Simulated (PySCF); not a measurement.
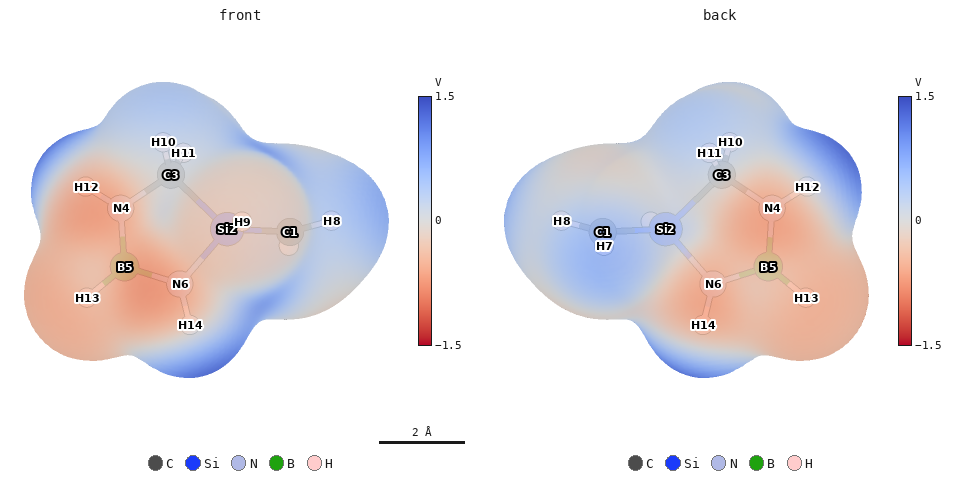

Figure 1: C₂H₈BN₂Si (doublet). The molecular electrostatic potential painted on the density surface at 0.001 e/bohr³, seen from the front and from behind; red is negative and blue positive.

Geometry: GFN2-xTB.

Computed with UKS B3LYP, pcH-1 on B C H N Si, non-relativistic, mean-field spin-orbit, GIAO (PySCF 2.14.0, density-fitted response routines).

```tsv
atom	x (Å)	y (Å)	z (Å)
C	2.3220	0.1757	-0.2066
Si	0.8364	0.0761	0.8743
C	-0.6409	1.1826	0.2954
N	-1.7252	0.2458	0.0840
B	-1.4656	-1.1101	0.2453
N	-0.1175	-1.3535	0.6598
H	2.3315	-0.1666	-1.2273
H	3.2599	0.5652	0.1454
H	1.1643	0.3153	2.2890
H	-0.9199	1.9327	1.0414
H	-0.4132	1.7191	-0.6313
H	-2.6099	0.6518	-0.1747
H	-2.2598	-1.9504	0.0703
H	0.2373	-2.2842	0.7927
```

Question: Which sites attract a positive test charge, and which a negative one?

Answer: A positive charge is drawn to the negative regions and a negative charge to the positive ones. The most negative region (about −0.7 V) lies over N4 and N6, the most positive (about +1.2 V) over H12 and H14.
